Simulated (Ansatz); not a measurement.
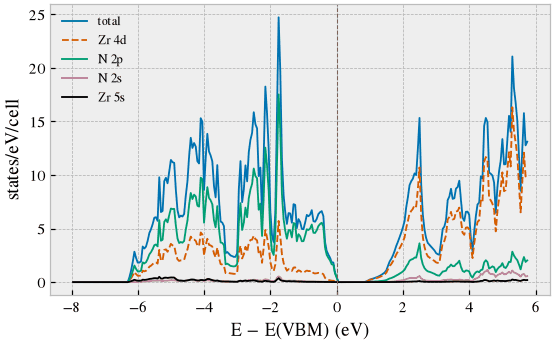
Total and projected density of states of Zr$_{3}$N$_{4}$ in space group I-43d (No. 220; N on 16c, Zr on 12a), LDA in the plane-wave PAW code Ansatz

Task: Which orbitals carry the states next to the gap?

Result: Top 1 eV of the valence band: N 2p 82 %, Zr 4d 14 %. Bottom 1 eV of the conduction band: Zr 4d 79 %, N 2p 17 %. Projections are on Löwdin-orthogonalised atomic valence shells; empty p or d shells of many metals are not among them.

Task: Where is the tallest occupied peak in this window, and what makes it?

Result: Near -1.8 eV, about 25 states/eV per cell; the largest projected share is N 2p.

The cell was relaxed with LDA under the symmetry of its start. The run is not spin-polarised. Scalar-relativistic: spin–orbit coupling is off unless named, which matters more the heavier the elements.

Potentials: the later of the program's two PAW sets.
